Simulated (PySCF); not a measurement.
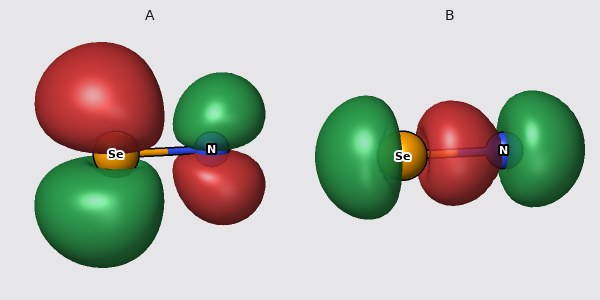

The picture shows: SeN (charge −1, triplet). Two frontier α-spin orbitals, each drawn at the value that holds 80 % of its norm (green and red are the two phases), in no order; of a degenerate pair one member is drawn.

These are results of PBE0/aug-cc-pVDZ(-PP), non-relativistic Hamiltonian with scalar-relativistic core potentials where named, at a bond length of 1.766 Å in PySCF, not measurements.

Q: Label each orbital by symmetry, say whether it is occupied, and order them by energy.

A: Orbital B: σ, occupied in this spin, −3.42 eV; shared between the atoms (Se 40 %, N 60 %).
Orbital A: π, occupied in this spin, 0.25 eV; antibonding, with a node between the atoms.
